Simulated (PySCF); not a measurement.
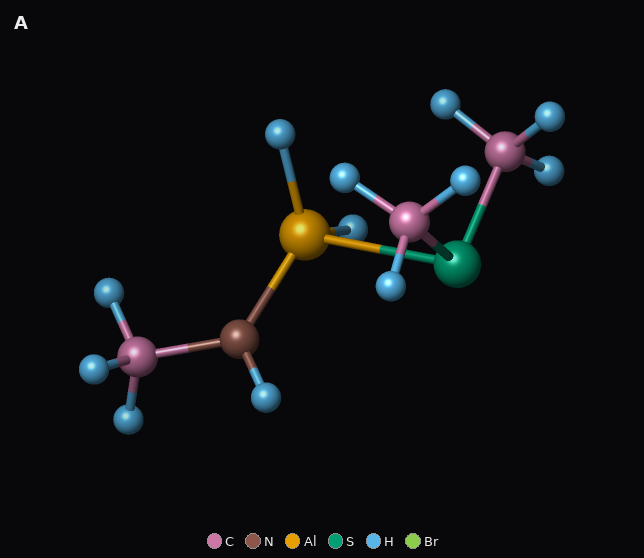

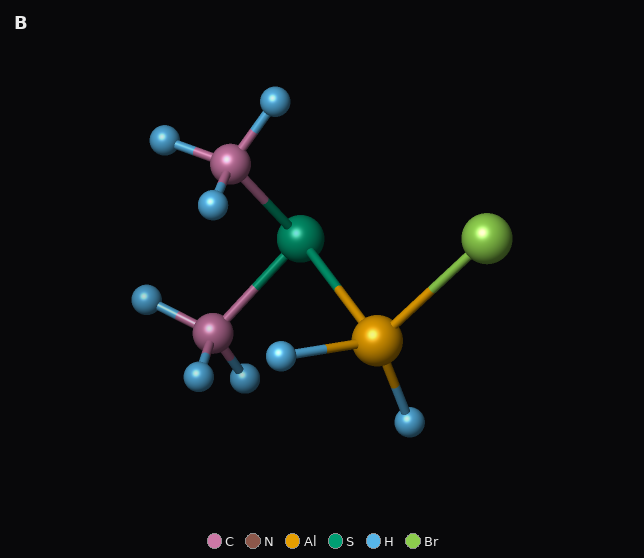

Two related species, optimised with GFN2-xTB; properties computed with PySCF 2.14.0. Both: charge 0, singlet.

Question: Identify both.

Answer: A is C3H12AlNS, B is C2H8AlBrS.

Compare them. With ωB97X-D/def2-SVPD: dipole moment (D), HOMO–LUMO gap (eV), HOMO energy (Kohn–Sham orbital) (eV), lowest vertical singlet excitation (eV), mean static polarisability (bohr³). With GFN2-xTB: mean Al–H length (Å), mean Al–S length (Å).

```
                               quantity      A      B
                      dipole moment (D)   3.71   5.29
                     HOMO–LUMO gap (eV)   9.14  10.81
   HOMO energy (Kohn–Sham orbital) (eV)  −7.51  −9.39
lowest vertical singlet excitation (eV)   4.89   6.52
     mean static polarisability (bohr³)   95.6   95.6
                   mean Al–H length (Å)  1.563  1.552
                   mean Al–S length (Å)  2.470  2.489
```

Each is one conformer, and no frequency run is at hand to confirm it as a minimum.

The geometry is semi-empirical. Around Al, Br such bond lengths and angles can be off by a tenth of an ångström or more and by several degrees, and values that hang on the shape move with them.
